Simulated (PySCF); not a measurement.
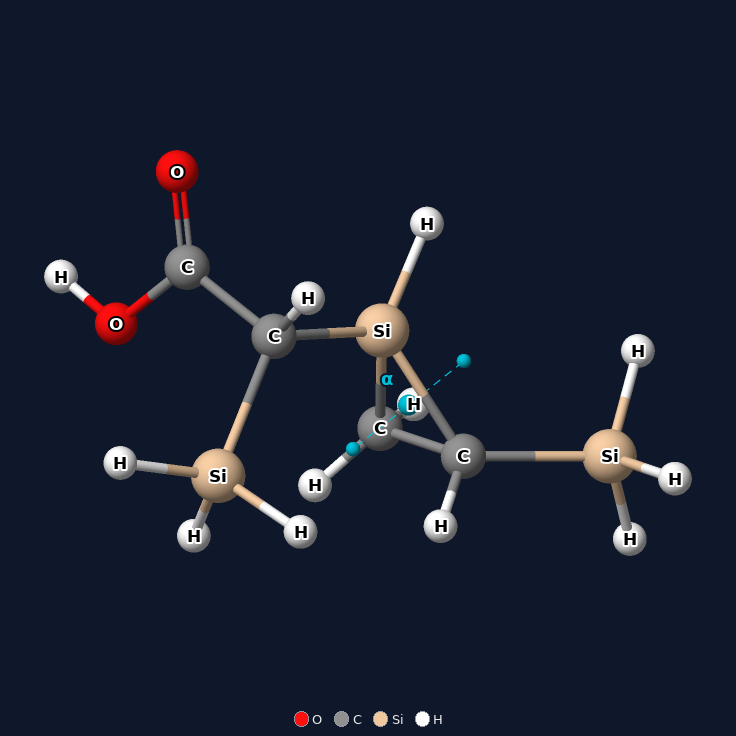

The small points mark where nucleus-independent chemical shifts (NICS) were computed: at the centre of each lettered ring and 1 Å above and below it. The geometry was computed by an optimisation with GFN2-xTB. No frequency run is at hand to confirm it as a minimum. Method: GIAO PBE0/pcSseg-1 NMR shielding, non-relativistic, gas phase (PySCF 2.14.0).

Give NICS(0), NICS(1) and the out-of-plane component NICS(1)zz for each ring (means of the two sides).

```csv
ring,members,NICS(0),NICS(1),NICS(1)zz
α,C2Si,−27.5,−7.8,−17.1
```

Values in ppm.

The geometry is semi-empirical. Around Si such bond lengths and angles can be off by a tenth of an ångström or more and by several degrees, and values that hang on the shape move with them.
